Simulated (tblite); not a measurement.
# Run report: C$_{6}$H$_{7}$SSi, frequency calculation

System: C$_{6}$H$_{7}$SSi, multiplicity 2, SMILES [SiH2]c1cccc(S)c1.
Method: GFN2-xTB harmonic vibrations, gas phase (tblite 0.8.0).

It belongs to a series of runs on one base structure; here: X = H replaced by SH.

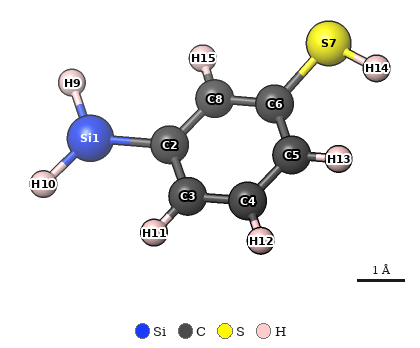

The structure (ball-and-stick view, seen at a tilt; atoms are numbered from 1 in the order of the input). Bond lengths as drawn: C–C 1.38 to 1.41 Å, C–H 1.08 Å, C–S 1.77 Å, C–Si 1.83 Å, H–S 1.33 Å and H–Si 1.45 Å.

### Results in brief

```csv
quantity,value
outcome,converged
total energy,−580.0223 eV
zero-point energy,62.8820 kcal/mol
hardware,"1 CPU thread, shared host"
peak memory,0.18 GiB
```

### Input file
```
{"job": {"kind": "ir", "xc": "GFN2-xTB", "basis": "xTB"}, "charge": 0, "multiplicity": 2}
Si     2.859244    -0.288453     0.190381
C      1.053594     0.019788     0.090021
C      0.520150     1.315260     0.222935
C     -0.835491     1.535134     0.131461
C     -1.714085     0.485007    -0.098265
C     -1.201423    -0.800936    -0.236133
S     -2.268168    -2.187864    -0.531995
C      0.156102    -1.034144    -0.144619
H      3.367314    -1.642924     0.147752
H      3.756074     0.796551     0.529620
H      1.187477     2.146454     0.401718
H     -1.229519     2.535845     0.237680
H     -2.776752     0.665014    -0.169855
H     -3.404124    -1.492687    -0.540081
H      0.525193    -2.044056    -0.252534
```

The first line tells a small driver script what to run in tblite; the rest is the geometry in Å.

Run as:
```bash
OMP_NUM_THREADS=1 python <driver script> task.json out
```

### The program's output
```
mode    cm-1     km/mol
  1      68.4     12.18
  2     138.2      3.47
  3     153.0      2.16
  4     165.8      3.90
  5     200.4     32.48
  6     209.3      0.95
  7     292.3      3.20
  8     380.8      0.90
  9     395.8      1.06
 10     408.0      4.55
 11     475.3      0.28
 12     483.3     58.23
 13     630.1      0.18
 14     645.5      1.41
 15     728.2    158.57
 16     752.6     26.55
 17     804.2     10.52
 18     847.2      0.68
 19     854.8     13.21
 20     860.1      0.25
 21     913.5      0.10
 22     970.5     40.43
 23    1114.1     25.45
 24    1133.2      5.76
 25    1157.3     16.68
 26    1194.1     10.30
 27    1265.4      5.54
 28    1323.7      6.45
 29    1393.4      8.33
 30    1431.1     40.77
 31    1512.4     55.86
 32    1558.7    225.33
 33    2395.2     52.36
 34    2414.5    371.89
 35    2427.9     98.44
 36    3062.6      9.70
 37    3070.5     36.79
 38    3072.9     44.11
 39    3082.4     47.48
```

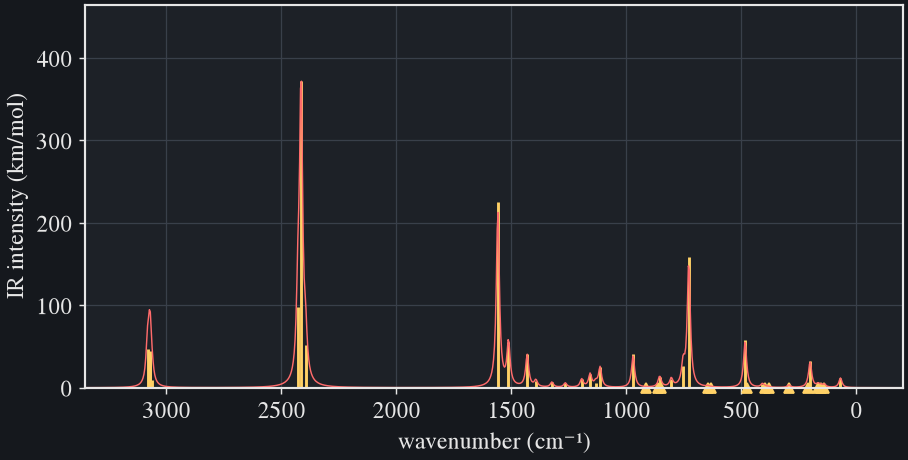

Harmonic infrared spectrum, unscaled: sticks (degenerate modes added up, dark ones marked on the axis) with a Lorentzian envelope of 16 cm⁻¹ full width, scaled to the tallest stick. 39 modes from 68 to 3082 cm⁻¹, none imaginary. The strongest line is at 2414 cm⁻¹ (372 km/mol).
